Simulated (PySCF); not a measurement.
SMILES B(C#C)(C)Cl at its B3LYP/def2-SVP optimised geometry (Å):

```
9

B      0.0047     0.5692     0.0000
C     -0.6954    -0.7851     0.0225
C     -1.2749    -1.8573     0.0390
H     -1.7794    -2.8065     0.0535
Cl     1.7794     0.5692     0.0000
C     -0.7884     1.9190     0.0000
H     -0.1570     2.8065    -0.1458
H     -1.3112     2.0190     0.9703
H     -1.5860     1.9045    -0.7628
```

Calculation: B3LYP/def2-TZVP run with PySCF 2.14.0. Cells within 0.4 Å of a nucleus heavier than hydrogen are left out (blank, or x).

Map of the electrostatic potential (hartree/e), clipped to [-0.08, 0.12] on the plane z = 0.0 Å:

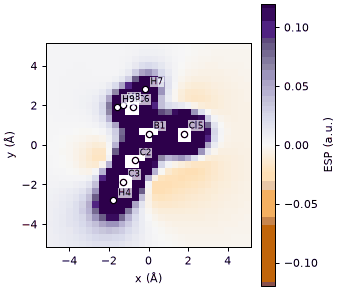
Electrostatic potential (hartree/e), clipped to [-0.08, 0.12] on the plane z = 0.0 Å.
